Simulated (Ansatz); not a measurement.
A series of calculations on GeH5OCl

## 1. Relaxation

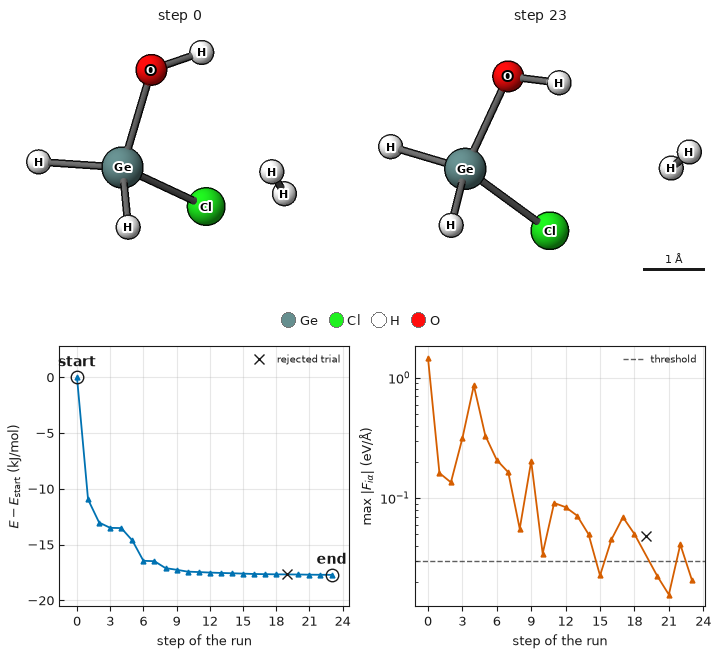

First and last geometry of a relaxation of GeH$_{5}$OCl, with the history of the run. A ball-and-stick model, seen at a tilt.

The run prepares an end point of a later path (reaction) calculation, from a guessed geometry.

Theory: RKS r2SCANh-D4/def2-SVP in Ansatz 0.2.0. (no spin polarisation; force threshold 0.03 eV/Å; at most 50 steps)

> Read the history and describe the run.

It converged. Over 22 accepted moves (23 points after the start) the energy falls by 17.7 kJ/mol. The largest force component goes from 1.5 to 0.021 eV/Å. The line search rejected the trial step at point 19 of the run. The forces were under the threshold at step 15, but the run went on from there. An H atom moves most after the best rigid fit: 1.01 Å. Largest moves by element: H 1.01 Å, Cl 0.50 Å, Ge 0.32 Å, O 0.20 Å. Near-neighbour distances that change, for instance: H–H 0.716 → 0.759 Å, Cl–Ge 2.202 → 2.170 Å, Ge–H 1.525 → 1.532 Å. Among the angles between lasting bonds that change: H–Ge–O 108.1° → 105.5°, Cl–Ge–H 108.4° → 106.0°. Groups turn about Ge–O by about 50°. Cost: 24 s on 2 threads of AMD EPYC 9R45 96-Core Processor (Zen 5) (shared host), peak memory 0.23 GiB.

Limits of the set-up: the start holds two separate molecules, 2.5 Å apart at their closest, whose relative position is a soft coordinate.

## 2. Relaxation

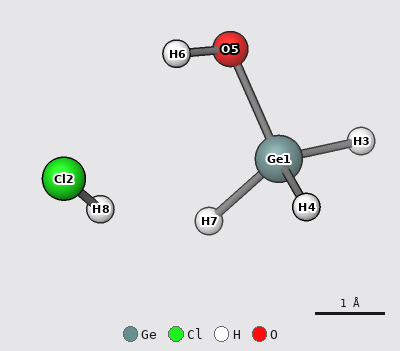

This is the input geometry for a relaxation of GeH₅OCl. A ball-and-stick model, seen at a tilt.

The run prepares an end point of a later path (reaction) calculation, from a guessed geometry.

These are results of RKS r2SCANh-D4/def2-SVP (Ansatz 0.2.0), not measurements.

The input:
```yaml
crystal:
  periodic: [false, false, false]
  atoms:
    - { symbol: Ge, position_ang: [0.401714, -0.288924, -0.395196] }
    - { symbol: Cl, position_ang: [-0.880044, -0.888703, 2.72421] }
    - { symbol: H, position_ang: [1.084155, -0.387837, -1.757282] }
    - { symbol: H, position_ang: [-0.056491, 1.139261, -0.073751] }
    - { symbol: O, position_ang: [-0.954714, -1.422963, -0.485628] }
    - { symbol: H, position_ang: [-1.441676, -1.44041, 0.348272] }
    - { symbol: H, position_ang: [1.39717, -0.736685, 0.706015] }
    - { symbol: H, position_ang: [0.334886, -1.055439, 2.20116] }
basis:
  gaussian: { orbitals: def2-SVP }
hamiltonian:
  xc: r2scanh
  dispersion: d4
relax:
  f_tol: 0.03
  max_steps: 50
```

Command:
```bash
ansatz run input.yaml --threads 2 --pin off --max-ram 3072MiB --backend cpu --events-out ev --progress --plain --runs-dir out
```

### Predict the outcome.

The energy falls by 28.3 kJ/mol in 28 accepted moves (33 points after the start). The largest force component goes from 1 to 0.016 eV/Å. The line search rejected the trial steps at points 3, 7, 12, 17, 27 of the run. The atom that moves furthest after the best rigid fit is H8 (1.08 Å). Largest moves by element: H 1.08 Å, O 0.79 Å, Cl 0.53 Å, Ge 0.19 Å. Near-neighbour distances that change, for instance: Ge1–Cl2 3.425 → 3.701 Å, Ge1–O5 1.770 → 1.808 Å, Ge1–H7 1.551 → 1.522 Å, Cl2–H8 1.333 → 1.321 Å. Among the angles between lasting bonds that change: O5–Ge1–H7 110.1° → 103.4°, H4–Ge1–H7 108.2° → 112.8°, H3–Ge1–H7 109.1° → 112.4°. Groups turn about Ge1–O5 by about 120°. The run took 35 s on 2 threads of AMD EPYC 9R45 96-Core Processor (Zen 5), with other jobs on the host, peak memory 0.23 GiB.

Final geometry:

```xyz
8

Ge    0.5732   -0.2376   -0.3442
Cl   -0.5493   -0.8060    3.1362
H     0.7779   -0.4409   -1.8505
H     0.0078    1.1547   -0.0480
O    -0.6033   -1.4900    0.2183
H    -1.4644   -1.4386   -0.2117
H     1.8285   -0.5485    0.4585
H    -0.6854   -1.2749    1.9091
```

After the run, drawn alike:

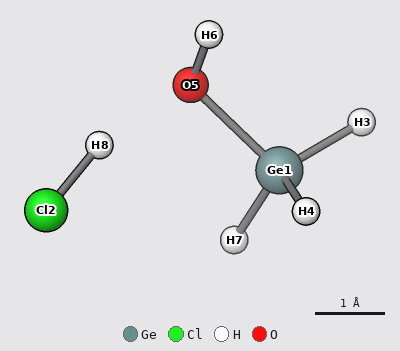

## 3. Path

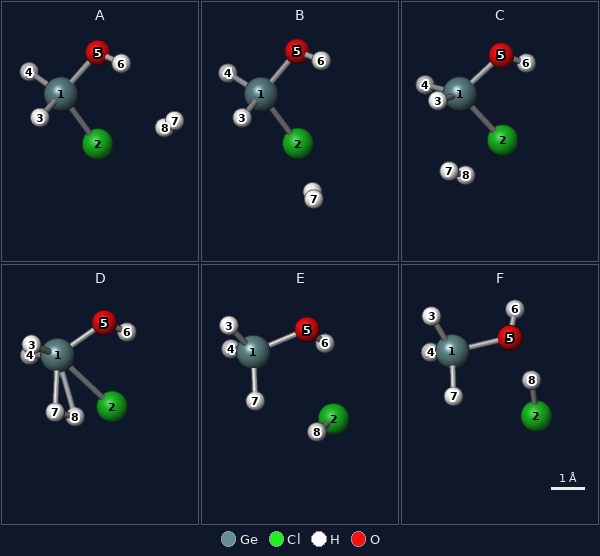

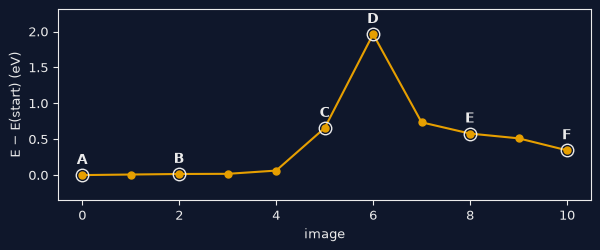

A search for the minimum-energy path of GeH5OCl, made up at the start of GeH3OCl and H2 by the nudged elastic band. Images are numbered from 0 (start) to 10 (end). Frames A to F are images 0, 2, 5, 6, 8, 10. A ball-and-stick model, seen at a tilt.

Method: RKS r2SCANh-D4/def2-SVP (Ansatz). Set-up: 9 movable images; climbing image; force threshold 0.03 eV/Å; iteration limit 60; starting path through a guess of the saddle point.

### What happens along the path, and what is the barrier?

The highest point, image 6, lies 1.96 eV above the start and 1.62 eV above the end; the end is at +0.35 eV relative to the start. Breaking: Ge1–Cl2 (2.17 → 2.64 at the top → 3.70 Å), H7–H8 (0.76 → 0.88 at the top → 2.99 Å). Forming: Cl2–H8 (3.02 → 1.80 at the top → 1.32 Å), Ge1–H7 (3.96 → 1.85 at the top → 1.52 Å). The band is converged. At the top, the vibrational analysis gives one imaginary mode (809i cm⁻¹), as a transition state must have.

Limits of the set-up: the start holds two separate molecules, 2.3 Å apart at their closest, whose relative position is a soft coordinate.
